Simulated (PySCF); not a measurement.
Si(CCH)(Cl)2(H), SMILES Cl[SiH](C#C)Cl (C2H2Cl2Si) at its B3LYP/def2-SVP optimised geometry (Å):

```
7

Si    -0.4061    -0.9784     0.0000
Cl    -1.0701    -1.9344    -1.7075
Cl    -1.0708     0.9784     0.0000
C     -1.0685    -1.8360     1.4644
C     -1.4869    -2.4124     2.4513
H      1.0708    -0.9784     0.0000
H     -1.8603    -2.9210     3.3224
```

Calculation: B3LYP/def2-TZVP in PySCF.

Map of the Laplacian of the electron density (e/bohr⁵) on the plane z = 0.8 Å:

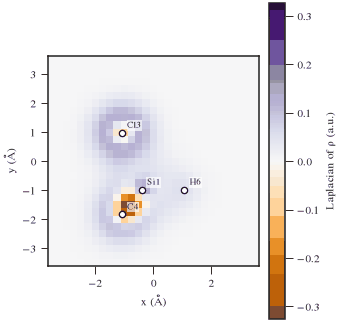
Figure. Laplacian of the electron density (e/bohr⁵) on the plane z = 0.8 Å.
